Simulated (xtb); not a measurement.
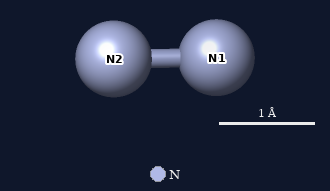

Fig. 1: The starting structure (ball-and-stick view, seen on its broad side; atoms are numbered from 1 in the order of the input). Bond lengths as drawn: N–N 1.09 Å.

N₂: geometry relaxation (part 1 of 2)

The run: geometry relaxation of N₂. Method and program: GFN2-xTB (xtb 6.7.1 later snapshot).

The geometry comes from this level: PBE0-D4/def2-TZVP.

The program's output
```
* xtb version 6.7.1
   ID    Z sym.   atoms
    1    7 N      1, 2

           -------------------------------------------------
          |                Calculation Setup                |
           -------------------------------------------------

          program call               : xtb start.xyz --gfn 2 --opt
          coordinate file            : start.xyz
          omp threads                :                     1

           -------------------------------------------------
          |                 G F N 2 - x T B                 |
           -------------------------------------------------

      * Hamiltonian:
        H0-scaling (s, p, d)           1.850000    2.230000    2.230000
        zeta-weighting                 0.500000
      * Dispersion:
        s8                             2.700000
        a1                             0.520000
        a2                             5.000000
        s9                             5.000000
      * Repulsion:
        kExp                           1.500000    1.000000
        rExp                           1.000000
      * Coulomb:
        alpha                          2.000000
        third order                    shell-resolved
        anisotropic                    true
        a3                             3.000000
        a5                             4.000000
        cn-shift                       1.200000
        cn-exp                         4.000000
        max-rad                        5.000000

          ...................................................
          :                      SETUP                      :
          :.................................................:
          :  # basis functions                   8          :
          :  # atomic orbitals                   8          :
          :  # shells                            4          :
          :  # electrons                        10          :
          :  max. iterations                   250          :
          :  Hamiltonian                  GFN2-xTB          :
          :  restarted?                      false          :
          :  GBSA solvation                  false          :
          :  PC potential                    false          :
          :  electronic temp.          300.0000000     K    :
          :  accuracy                    1.0000000          :
          :  -> integral cutoff          0.2500000E+02      :
          :  -> integral neglect         0.1000000E-07      :
          :  -> SCF convergence          0.1000000E-05 Eh   :
          :  -> wf. convergence          0.1000000E-03 e    :
          :  Broyden damping             0.4000000          :
          :  net charge                          0          :
          :  unpaired electrons                  0          :
          ...................................................

 iter      E             dE          RMSdq      gap      omega  full diag
   1     -5.8522302 -0.585223E+01  0.785E+00    5.33       0.0  T
   2     -5.8550527 -0.282254E-02  0.440E+00    4.83       1.0  T
   3     -5.8562728 -0.122007E-02  0.514E-01    4.20       1.0  T
   4     -5.8562737 -0.889053E-06  0.342E-02    4.21       2.1  T
   5     -5.8562738 -0.878308E-07  0.164E-04    4.20     430.3  T
   6     -5.8562738 -0.194600E-11  0.492E-06    4.20   14375.1  T

   *** convergence criteria satisfied after 6 iterations ***

         #    Occupation            Energy/Eh            Energy/eV
      -------------------------------------------------------------
         1        2.0000           -0.7193485             -19.5745
         2        2.0000           -0.5752904             -15.6544
         3        2.0000           -0.5752904             -15.6544
         4        2.0000           -0.5697944             -15.5049
         5        2.0000           -0.4494678             -12.2306 (HOMO)
         6                         -0.2950189              -8.0279 (LUMO)
         7                         -0.2950189              -8.0279
         8                          0.8149770              22.1767
      -------------------------------------------------------------
                  HL-Gap            0.1544489 Eh            4.2028 eV
             Fermi-level           -0.3722434 Eh          -10.1293 eV

 SCC (total)                   0 d,  0 h,  0 min,  0.001 sec
 SCC setup                      ...        0 min,  0.000 sec (  4.897%)
 Dispersion                     ...        0 min,  0.000 sec (  1.416%)
 classical contributions        ...        0 min,  0.000 sec (  0.350%)
 integral evaluation            ...        0 min,  0.000 sec (  8.173%)
 iterations                     ...        0 min,  0.001 sec ( 65.620%)
 molecular gradient             ...        0 min,  0.000 sec ( 10.615%)
 printout                       ...        0 min,  0.000 sec (  7.799%)

         :::::::::::::::::::::::::::::::::::::::::::::::::::::
         ::                     SUMMARY                     ::
         :::::::::::::::::::::::::::::::::::::::::::::::::::::
         :: total energy              -5.763719804349 Eh    ::
         :: gradient norm              0.037664816496 Eh/a0 ::
         :: HOMO-LUMO gap              4.202769738461 eV    ::
         ::.................................................::
         :: SCC energy                -5.856273767525 Eh    ::
         :: -> isotropic ES            0.000091839244 Eh    ::
         :: -> anisotropic ES          0.000377803910 Eh    ::
         :: -> anisotropic XC          0.026901129427 Eh    ::
         :: -> dispersion             -0.000255722378 Eh    ::
         :: repulsion energy           0.092553963175 Eh    ::
         :: add. restraining           0.000000000000 Eh    ::
         :: total charge              -0.000000000000 e     ::
         :::::::::::::::::::::::::::::::::::::::::::::::::::::

      -----------------------------------------------------------
     |                   =====================                   |
     |                        A N C O P T                        |
     |                   =====================                   |
     |               Approximate Normal Coordinate               |
     |                Rational Function Optimizer                |
      -----------------------------------------------------------

          ...................................................
          :                      SETUP                      :
          :.................................................:
          :   optimization level            normal          :
          :   max. optcycles                   200          :
          :   ANC micro-cycles                  20          :
          :   degrees of freedom                 1          :
          :.................................................:
          :   RF solver                   davidson          :
          :   write xtbopt.log                true          :
          :   linear (good luck)              true          :
          :   energy convergence         0.5000000E-05 Eh   :
          :   grad. convergence          0.1000000E-02 Eh/α :
          :   maximum RF displ.          1.0000000          :
          :   Hlow (freq-cutoff)         0.1000000E-01      :
          :   Hmax (freq-cutoff)         5.0000000          :
          :   S6 in model hess.         20.0000000          :
          ...................................................

generating ANC from exact Hessian ...
Using Lindh-Hessian (1995)
 Shifting diagonal of input Hessian by    0.0000000000000000
 Lowest  eigenvalues of input Hessian
    0.000000    0.000000    0.000000    0.000000    0.000000    2.450226
 Highest eigenvalues
    0.000000    0.000000    0.000000    0.000000    0.000000    2.450226

........................................................................
.............................. CYCLE    1 ..............................
........................................................................

 iter      E             dE          RMSdq      gap      omega  full diag
   1     -5.8562738 -0.585627E+01  0.367E-08    4.20       0.0  T
   2     -5.8562738  0.266454E-14  0.202E-08    4.20  100000.0  T
   3     -5.8562738 -0.444089E-14  0.693E-10    4.20  100000.0  T
     SCC iter.                  ...        0 min,  0.000 sec
     gradient                   ...        0 min,  0.000 sec
 * total energy  :    -5.7637198 Eh     change       -0.2664535E-14 Eh
   gradient norm :     0.0376647 Eh/α   predicted     0.0000000E+00 (-100.00%)
   displ. norm   :     0.0153683 α      lambda       -0.5788439E-03
   maximum displ.:     0.0153683 α      in ANC's #1, #1, #1, ...

........................................................................
.............................. CYCLE    2 ..............................
........................................................................

 iter      E             dE          RMSdq      gap      omega  full diag
   1     -5.8485496 -0.584855E+01  0.130E-01    4.10       0.0  T
   2     -5.8485496 -0.480629E-07  0.787E-02    4.10       1.0  T
   3     -5.8485497 -0.189631E-07  0.278E-03    4.10      25.4  T
   4     -5.8485497 -0.516128E-09  0.155E-04    4.10     455.5  T
   5     -5.8485497 -0.162093E-11  0.314E-09    4.10  100000.0  T
     SCC iter.                  ...        0 min,  0.000 sec
     gradient                   ...        0 min,  0.000 sec
 * total energy  :    -5.7639129 Eh     change       -0.1931104E-03 Eh
   gradient norm :     0.0118219 Eh/α   predicted    -0.2894899E-03 (  49.91%)
   displ. norm   :     0.0036713 α      lambda       -0.4339986E-04
   maximum displ.:     0.0036713 α      in ANC's #1, #1, #1, ...

........................................................................
.............................. CYCLE    3 ..............................
........................................................................

 iter      E             dE          RMSdq      gap      omega  full diag
   1     -5.8504020 -0.585040E+01  0.309E-02    4.13       0.0  T
   2     -5.8504020 -0.267064E-08  0.187E-02    4.13       3.8  T
   3     -5.8504020 -0.106418E-08  0.657E-04    4.13     107.6  T
   4     -5.8504020 -0.289244E-10  0.164E-06    4.13   43002.0  T
     SCC iter.                  ...        0 min,  0.000 sec
     gradient                   ...        0 min,  0.000 sec
 * total energy  :    -5.7639354 Eh     change       -0.2248181E-04 Eh
   gradient norm :     0.0003859 Eh/α   predicted    -0.2170117E-04 (  -3.47%)
   displ. norm   :     0.0001858 α      lambda       -0.4933305E-07
   maximum displ.:     0.0001858 α      in ANC's #1, #1, #1, ...

........................................................................
.............................. CYCLE    4 ..............................
........................................................................
```
